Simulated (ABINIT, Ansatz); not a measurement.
**CdS (Hawleyite): G0W0 on several meshes in ABINIT**

How does the mesh move the gap of CdS (Hawleyite)?

Calculated with ABINIT 10.8.3; PBE and many-body steps on it, plane waves.

**1. The starting structure**

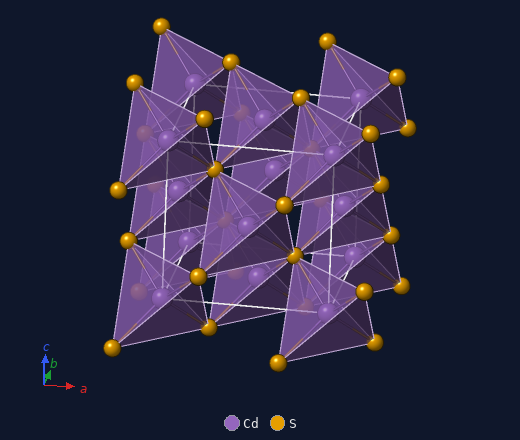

The starting structure, seen slightly off an axis (cadmium purple, sulfur orange). This picture shows the conventional cell, with its axes. Some periodic images of atoms are drawn too.

Structure file:

```cif
data_structure
_symmetry_space_group_name_H-M 'P 1'
_symmetry_Int_Tables_number 1
_cell_length_a 4.1246
_cell_length_b 4.1246
_cell_length_c 4.1246
_cell_angle_alpha 60.000
_cell_angle_beta 60.000
_cell_angle_gamma 60.000
_cell_volume 49.62
loop_
_atom_site_label
_atom_site_type_symbol
_atom_site_fract_x
_atom_site_fract_y
_atom_site_fract_z
_atom_site_occupancy
Cd1 Cd 0.00000 0.00000 0.00000 1
S2 S 0.25000 0.25000 0.25000 1
```

The cell and positions come from the Crystallography Open Database and are kept as given unless a step says otherwise.

**2. Empty states on the mesh, 4×4×4 mesh, 363 bands**

This step: ABINIT 10.8.3; DFT, PBE, plane waves, norm-conserving pseudopotentials.

The sums over transitions need many empty states on a uniform mesh; this step solves for them.

run.abi reads:

```
acell 3*1.0 Angstrom
rprim 
  -0.000000000000 2.916500000000 2.916500000000
  2.916500000000 -0.000000000000 2.916500000000
  2.916500000000 2.916500000000 -0.000000000000
ntypat 2
znucl 48 16
natom 2
typat 1 2
xred 
  0.000000000000 0.000000000000 0.000000000000
  0.250000000000 0.250000000000 0.250000000000
pp_dirpath "pseudos"
pseudos "Cd.upf, S.upf"
ecut 47
ngkpt 4 4 4
nshiftk 1
shiftk 0 0 0
kptopt 1
chksymbreak 0
iscf -2
irdden 1
istwfk *1
nband 363
nbdbuf 32
tolwfr 1e-09
nstep 60
prtvol 0
indata_prefix "in"
outdata_prefix "out"
tmpdata_prefix "tmp"
```

Launch:

```bash
$ OMP_NUM_THREADS=1 mpirun -n 4 abinit run.abi > log
```

Numbers of over 12 decimals in the logs are rounded to 6 here.

Log:

```text
.Version 10.8.3 of ABINIT. v10.8.2 released Aug 2026.

 Symmetries : space group F-4 3 m (#216); Bravais cF (face-center cubic)
[... echo of the input left out ...]
== DATASET  1 ==================================================================
-   mpi_nproc: 4, omp_nthreads: 1 (-1 if OMP is not activated)

--- !DatasetInfo
iteration_state: {dtset: 1, }
dimensions: {natom: 2, nkpt: 8, mband: 363, nsppol: 1, nspinor: 1, nspden: 1, mpw: 5180, }
cutoff_energies: {ecut:  47.0, pawecutdg:  -1.0, }
[...]
7.41827    7.43679    7.43679    7.43679    7.53690    7.59463    7.59463    7.59484
   7.63352    7.63358    7.65873    7.65877    7.66070    7.68006    7.68010    7.68076
   7.78270    7.78340    7.79205
 prteigrs : prtvol=0 or 1, do not print more k-points.

== END DATASET(S) ==============================================================
================================================================================

 -outvars: echo values of variables after computation  --------
            nband         363
             nkpt           8
          spgroup         216
 [... the other variables as echoed above ...]

 Calculation completed.
```

Run time: 3.6 min. Hardware: 4 MPI ranks of Arm Neoverse V2, shared host; peak memory 0.61 GiB; 14 min of CPU time.

Numbers from this step:

- gap: 1.145 eV
- k of the valence top: 0, 0, 0
- k of the conduction bottom: 0, 0, 0
- least direct gap: 1.145 eV
- k points computed: 8
- lowest point of the top converged band, above the valence top: 189.0454 eV

On this mesh the gap is 1.145 eV.

The density comes from a self-consistent run that is not shown.

**3. Screening, 4×4×4 mesh, 142 bands, screening to 176.9 eV**

The RPA dielectric matrix is built and inverted for each q.

This step: RPA screening on PBE, plane waves, norm-conserving pseudopotentials.

Edit run.abi of step 2 so:

```diff
@@ -20,10 +20,11 @@
 chksymbreak 0
-iscf -2
-irdden 1
 istwfk *1
-nband 363
-nbdbuf 32
-tolwfr 1e-09
-nstep 60
-prtvol 0
+occopt 1
+irdwfk 1
+optdriver 3
+nband 142
+ecuteps 6.5
+inclvkb 2
+awtr 1
+symchi 1
 indata_prefix "in"
```

Log:

```text
.Version 10.8.3 of ABINIT. v10.8.2 released Aug 2026.

 Symmetries : space group F-4 3 m (#216); Bravais cF (face-center cubic)
[... echo of the input left out ...]
== DATASET  1 ==================================================================
-   mpi_nproc: 4, omp_nthreads: 1 (-1 if OMP is not activated)

--- !DatasetInfo
iteration_state: {dtset: 1, }
dimensions: {natom: 2, nkpt: 8, mband: 142, nsppol: 1, nspinor: 1, nspden: 1, mpw: 5180, }
cutoff_energies: {ecut:  47.0, pawecutdg:  -1.0, }
electrons: {nelect:   2.60000000E+01, charge:   0.00000000E+00, occopt:   1.00000000E+00, tsmear:   1.00000000E-02, }

 SCREENING: Calculation of the susceptibility and dielectric matrices

 Based on a program developped by R.W. Godby, V. Olevano, G. Onida, and L. Reining.
 Incorporated in ABINIT by V. Olevano, G.-M. Rignanese, and M. Torrent.
.Using double precision arithmetic ; gwpc =  8

[... cell and pseudopotentials left out ...]
--------------------------------------------------------------------------------

 ==== K-mesh for the wavefunctions ====
 Number of points in the irreducible wedge :     8
[... list of points left out ...]
 Together with 24 symmetry operations and time-reversal symmetry
 yields    64 points in the full Brillouin Zone.

 ==== Q-mesh for the screening function ====
 Number of points in the irreducible wedge :     8
[... list of points left out ...]
 Together with 24 symmetry operations and time-reversal symmetry
 yields    64 points in the full Brillouin Zone.

 setmesh: FFT mesh size selected  =    36x   36x   36
          total number of points  =        46656

 vcoul_init : cutoff-mode = AUXILIARY_FUNCTION
 q-points for optical limit:   1
     1)      0.000010    0.000020    0.000030

- screening: taking advantage of time-reversal symmetry
- Maximum band index for partially occupied states nbvw = 13
- Remaining bands to be divided among processors   nbcw = 129
- Number of bands treated by each node ~32

 Number of electrons calculated from density =   26.0000; Expected =   26.0000
 average of density, n =  0.077653
 r_s =    1.4541
 omega_plasma =   26.8804 [eV]

 calculating chi0 at frequencies [eV] :
  1    0.000000E+00    0.000000E+00
  2    0.000000E+00    2.688042E+01

--------------------------------------------------------------------------------
  q-point number  1        q = ( 0.000000, 0.000000, 0.000000) [r.l.u.]
--------------------------------------------------------------------------------
[... chi0 elements left out ...]
 For q-point:  0.000010 0.000020 0.000030
  dielectric constant =  11.0704
  dielectric constant without local fields =  11.7792

  Average fulfillment of the sum rule on Im[epsilon] for q-point    1 :     71.55  [%]
[... wings left out ...]
  q-point number  2        q = ( 0.250000, 0.000000, 0.000000) [r.l.u.]
--------------------------------------------------------------------------------
[... chi0 elements left out ...]
  Average fulfillment of the sum rule on Im[epsilon] for q-point    2 :     81.89  [%]

 [... 6 further q-points ...]
```

The job ended after 61 s (4 MPI ranks; peak memory 1.6 GiB).

This step gave:

```yaml
eps_infinity_with_local_fields_on_this_mesh_along_the_program_s_q_direction: 11.07
the_same_without_local_fields: 11.78
plasma_frequency: 26.88 eV
plane_waves_in_the_screening_matrix: 283
```

Local fields lower ε∞ by 6 %. On a Γ-centred mesh this coarse the value itself is usually too large, while a short band sum pulls it down.

**4. 4×4×4**

The self-energy is evaluated for the states that the input lists, and the levels follow from it, in one-shot runs by the linearised quasiparticle equation.

This step: G0W0 on PBE, plane waves, norm-conserving pseudopotentials.

Edit run.abi of step 3 so:

```diff
@@ -23,8 +23,15 @@
 irdwfk 1
-optdriver 3
+optdriver 4
 nband 142
+gwcalctyp 0
+ecutsigx 47
+symsigma 1
+nkptgw 1
+kptgw 
+  0.0000000000 0.0000000000 0.0000000000
+bdgw 
+  11 17
 ecuteps 6.5
-inclvkb 2
-awtr 1
-symchi 1
+irdscr 1
+ppmodel 1
 indata_prefix "in"
```

Log:

```text
.Version 10.8.3 of ABINIT. v10.8.2 released Aug 2026.

 Symmetries : space group F-4 3 m (#216); Bravais cF (face-center cubic)
[... echo of the input left out ...]
== DATASET  1 ==================================================================
-   mpi_nproc: 4, omp_nthreads: 1 (-1 if OMP is not activated)

--- !DatasetInfo
iteration_state: {dtset: 1, }
dimensions: {natom: 2, nkpt: 8, mband: 142, nsppol: 1, nspinor: 1, nspden: 1, mpw: 5180, }
cutoff_energies: {ecut:  47.0, pawecutdg:  -1.0, }
electrons: {nelect:   2.60000000E+01, charge:   0.00000000E+00, occopt:   1.00000000E+00, tsmear:   1.00000000E-02, }

 SIGMA: Calculation of the GW corrections

 Based on a program developped by R.W. Godby, V. Olevano, G. Onida, and L. Reining.
 Incorporated in ABINIT by V. Olevano, G.-M. Rignanese, and M. Torrent.
.Using double precision arithmetic ; gwpc =  8

[... cell and pseudopotentials left out ...]
--------------------------------------------------------------------------------

 ==== K-mesh for the wavefunctions ====
 Number of points in the irreducible wedge :     8
[... list of points left out ...]
 Together with 24 symmetry operations and time-reversal symmetry
 yields    64 points in the full Brillouin Zone.

 ==== Q-mesh for screening function ====
 Number of points in the irreducible wedge :     8
[... list of points left out ...]
 Together with 24 symmetry operations and time-reversal symmetry
 yields    64 points in the full Brillouin Zone.

 vcoul_init : cutoff-mode = AUXILIARY_FUNCTION
 q-points for optical limit:   1
     1)      0.000010    0.000020    0.000030
 setmesh: FFT mesh size selected  =    50x   50x   50
          total number of points  =       125000

 Number of electrons calculated from density =   26.0000; Expected =   26.0000
 average of density, n =  0.077653
 r_s =    1.4541
 omega_plasma =   26.8804 [eV]

 === KS Band Gaps ===
  >>>> For spin  1
   Minimum direct gap =   1.1447 [eV], located at k-point      :   0.0000  0.0000  0.0000
   Fundamental gap    =   1.1447 [eV], Top of valence bands at :   0.0000  0.0000  0.0000
                                       Bottom of conduction at :   0.0000  0.0000  0.0000
 SIGMA fundamental parameters:
 PLASMON POLE MODEL  1
 number of plane-waves for SigmaX                 5065
 number of plane-waves for SigmaC and W            283
 number of plane-waves for wavefunctions          5065
 number of bands                                   142
 number of independent spin polarizations            1
 number of spinorial components                      1
 number of k-points in IBZ                           8
 number of q-points in IBZ                           8
 number of symmetry operations                      24
 number of k-points in BZ                           64
 number of q-points in BZ                           64
 number of frequencies for dSigma/dE                 9
 frequency step for dSigma/dE [eV]                0.25
 number of omega for Sigma on real axis              0
 max omega for Sigma on real axis  [eV]           0.00
 zcut for avoiding poles [eV]                     0.10

 EPSILON^-1 parameters (SCR file):
 dimension of the eps^-1 matrix on file            283
 dimension of the eps^-1 matrix used               283
 number of plane-waves for wavefunctions          5065
 number of bands                                   142
 number of q-points in IBZ                           8
 number of frequencies                               2
 number of real frequencies                          1
 number of imag frequencies                          1

 matrix elements of self-energy operator (all in [eV])

 Perturbative Calculation

--- !SelfEnergy_ee
iteration_state: {dtset: 1, }
kpoint     : [   0.000,    0.000,    0.000, ]
spin       : 1
KS_gap     :    1.145
QP_gap     :    2.098
Delta_QP_KS:    0.953
data: !SigmaeeData |
     Band     E0 <VxcDFT>   SigX SigC(E0)      Z dSigC/dE  Sig(E)    E-E0       E
       11   4.366 -15.389 -18.420   1.995   0.781  -0.280 -16.198  -0.809   3.557
       12   4.366 -15.389 -18.420   1.995   0.781  -0.280 -16.198  -0.809   3.557
       13   4.366 -15.389 -18.420   1.995   0.781  -0.280 -16.198  -0.809   3.557
       14   5.511 -10.636  -6.668  -3.791   0.812  -0.231 -10.492   0.144   5.655
       15  10.897 -10.642  -5.801  -4.356   0.810  -0.235 -10.249   0.393  11.290
       16  10.897 -10.642  -5.801  -4.356   0.810  -0.235 -10.249   0.393  11.290
       17  10.897 -10.642  -5.801  -4.356   0.810  -0.235 -10.249   0.393  11.290

== END DATASET(S) ==============================================================
================================================================================

 -outvars: echo values of variables after computation  --------
           etotal      0.0000000000E+00
            nband         142
             nkpt           8
          spgroup         216
 [... the other variables as echoed above ...]

 Calculation completed.
```

Wall time 9.6 s (4 MPI ranks); peak memory 1.4 GiB.

This step gave:

| Quantity | Value |
| --- | --- |
| G0W0 gap on the points computed | 2.098 eV |
| starting gap on the mesh | 1.145 eV |
| k of the valence top | 0, 0, 0 |
| k of the conduction bottom | 0, 0, 0 |
| Z at the valence top | 0.781 |
| Z at the conduction bottom | 0.812 |
| least direct G0W0 gap on the computed points | 2.098 eV |

The gap on the mesh goes from 1.14 eV to 2.10 eV, a correction of +0.95 eV.

**5. Empty states on the mesh, 6×6×6 mesh, 156 bands**

This step: DFT, PBE, plane waves, norm-conserving pseudopotentials.

Edit run.abi of step 4 so:

```diff
@@ -15,3 +15,3 @@
 ecut 47
-ngkpt 4 4 4
+ngkpt 6 6 6
 nshiftk 1
@@ -20,18 +20,10 @@
 chksymbreak 0
+iscf -2
+irdden 1
 istwfk *1
-occopt 1
-irdwfk 1
-optdriver 4
-nband 142
-gwcalctyp 0
-ecutsigx 47
-symsigma 1
-nkptgw 1
-kptgw 
-  0.0000000000 0.0000000000 0.0000000000
-bdgw 
-  11 17
-ecuteps 6.5
-irdscr 1
-ppmodel 1
+nband 156
+nbdbuf 14
+tolwfr 1e-09
+nstep 60
+prtvol 0
 indata_prefix "in"
```

Log:

```text
.Version 10.8.3 of ABINIT. v10.8.2 released Aug 2026.

 Symmetries : space group F-4 3 m (#216); Bravais cF (face-center cubic)
[... echo of the input left out ...]
== DATASET  1 ==================================================================
-   mpi_nproc: 4, omp_nthreads: 1 (-1 if OMP is not activated)

--- !DatasetInfo
iteration_state: {dtset: 1, }
dimensions: {natom: 2, nkpt: 16, mband: 156, nsppol: 1, nspinor: 1, nspden: 1, mpw: 5188, }
cutoff_energies: {ecut:  47.0, pawecutdg:  -1.0, }
[...]
3.72492    3.72492    3.72492    3.74428    3.77308    3.77308    3.95761    3.95761
   3.95761    3.96166    4.04325    4.04325    4.06713    4.06714    4.06714    4.13437
   4.15983    4.16323    4.16900    4.20117
 prteigrs : prtvol=0 or 1, do not print more k-points.

== END DATASET(S) ==============================================================
================================================================================

 -outvars: echo values of variables after computation  --------
            nband         156
             nkpt          16
          spgroup         216
 [... the other variables as echoed above ...]

 Calculation completed.
```

It took 1.9 min on 4 MPI ranks; peak memory 0.51 GiB.

Numbers from this step:

```yaml
gap: 1.145 eV
k_of_the_valence_top: 0, 0, 0
k_of_the_conduction_bottom: 0, 0, 0
least_direct_gap: 1.145 eV
k_points_computed: 16
lowest_point_of_the_top_converged_band_above_the_valence_top: 98.3047 eV
```

On this mesh the gap is 1.145 eV.

[end of part 1 of 2]

[Paths, hosts, dates, memory and timing lines, banners, echoed tables and standing remarks are left out of the program output.]

[Logs are printed without paths, hosts, clocks, repeated set-up lines and the standing remarks that a program may print on its own settings, such as how far it seeks lower states.]

[Runs of the session that timed out or met a known fault of the program may be left out.]

[Hosts, paths, dates, database ids (printed as entryN), source tags and the programs' standing remarks are cut or masked in the printed files.]

[G0W0 gaps are taken among the corrected bands and points alone; a level outside them can change the order at an edge.]

[Where Ansatz stands beside ABINIT at settings called matched, ABINIT's density can come from a denser mesh and the files from another edition; pairs whose starting gaps differed by over 0.03 eV were left out, so agreement reads better than it is.]
